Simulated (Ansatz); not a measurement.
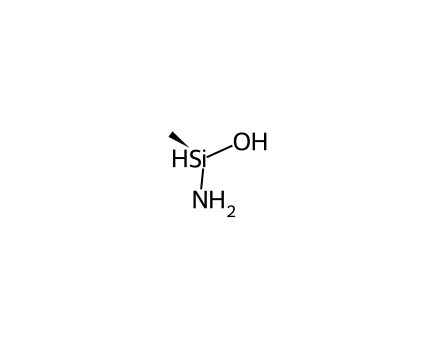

A structural formula.

> Transcribe the drawing into SMILES.

C[Si@H](N)O

> Give the formula, hydrogens included.

CH7NOSi.

> An optimisation with PBE0-D4/def2-TZVP gave a structure of which point group?

C1.

The parts below concern this one geometry. Atoms keep their numbers from picture to picture. The geometry was computed by an optimisation with PBE0-D4/def2-TZVP.

### Geometry

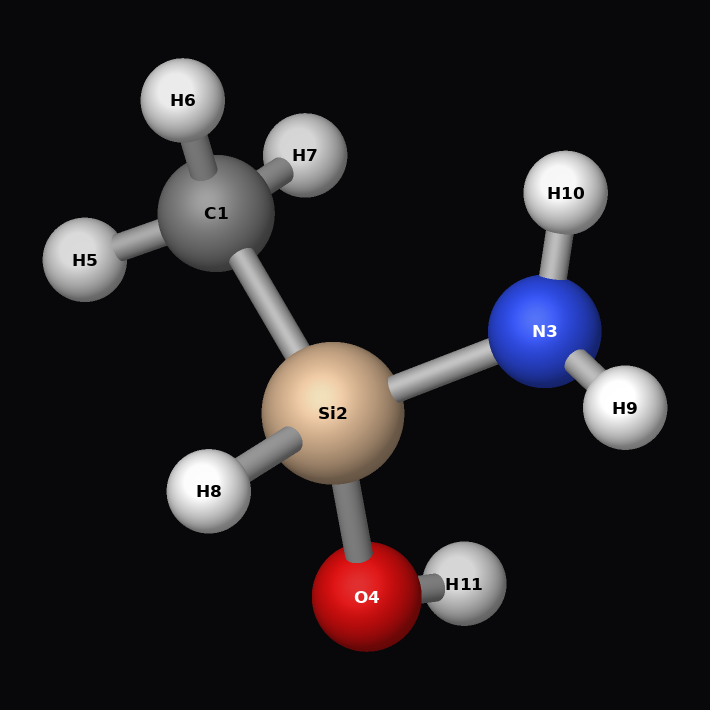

Numbered structure.

Which atoms are bonded, and how long are the bonds?

```
  bond  length (Å)   order
C1–Si2       1.862  single
 C1–H5       1.092  single
 C1–H6       1.094  single
 C1–H7       1.093  single
Si2–N3       1.716  single
Si2–O4       1.649  single
Si2–H8       1.487  single
 N3–H9       1.007  single
N3–H10       1.006  single
O4–H11       0.959  single
```

### Electronic properties

Method: RKS r2SCAN-D4/def2-TZVPP (Ansatz 0.2.0).

Computed properties:

- dipole moment: 2.15 D
- HOMO energy (Kohn–Sham orbital): −6.31 eV
- LUMO energy (Kohn–Sham orbital): 0.78 eV
- HOMO–LUMO gap: 7.09 eV
- dispersion correction: −4.6 kJ/mol
- vertical ionisation energy: 9.47 eV

### Vibrations

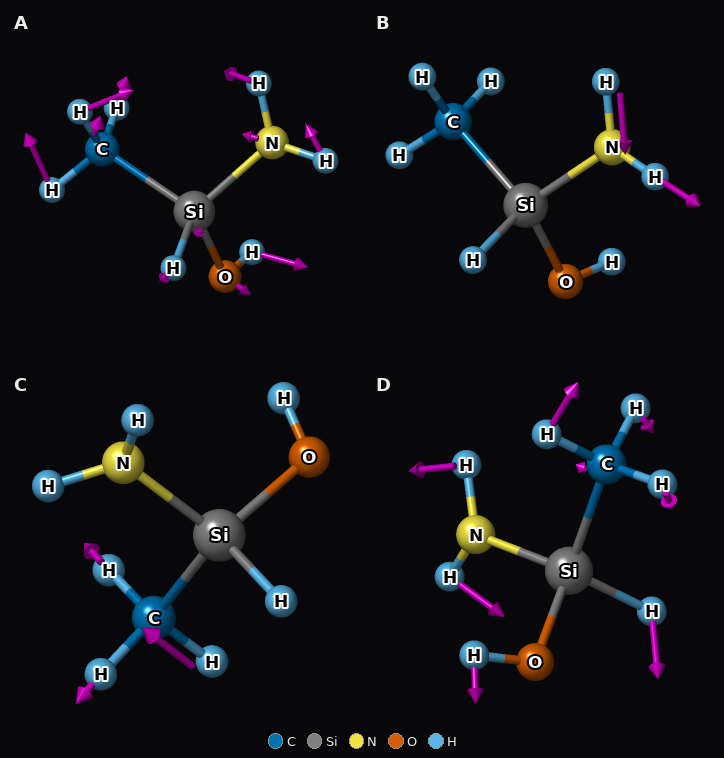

4 normal modes of one molecule or complex, as arrows. Harmonic vibrations computed with RKS PBE0-D4/def2-TZVP (Ansatz 0.2.0) at a stationary point of the same level.

> Match the panels to the wavenumbers 226 cm⁻¹, 856 cm⁻¹, 3137 cm⁻¹, 3706 cm⁻¹.

A: 226 cm⁻¹
B: 3706 cm⁻¹, out-of-phase stretching of 2 N–H bonds
C: 3137 cm⁻¹, out-of-phase stretching of 2 C–H bonds
D: 856 cm⁻¹, angle bending

### Charges

The questions are on Mulliken charges. Level of theory: RKS PBE-D4/def2-TZVPP (Ansatz 0.2.0).

> Which atom carries the highest charge (most positive or least negative)?

Si2 (0.50 e).

> And the lowest?

C1, N3 (−0.40 e).

Give the Mulliken charges atom by atom.

```json
{"atom": "C1", "value (e)": "−0.40"}
{"atom": "Si2", "value (e)": "0.50"}
{"atom": "N3", "value (e)": "−0.40"}
{"atom": "O4", "value (e)": "−0.36"}
{"atom": "H5", "value (e)": "0.11"}
{"atom": "H6", "value (e)": "0.10"}
{"atom": "H7", "value (e)": "0.10"}
{"atom": "H8", "value (e)": "−0.12"}
{"atom": "H9", "value (e)": "0.15"}
{"atom": "H10", "value (e)": "0.15"}
{"atom": "H11", "value (e)": "0.18"}
```

Mulliken values depend strongly on the basis set and can even reverse the polarity of a bond.
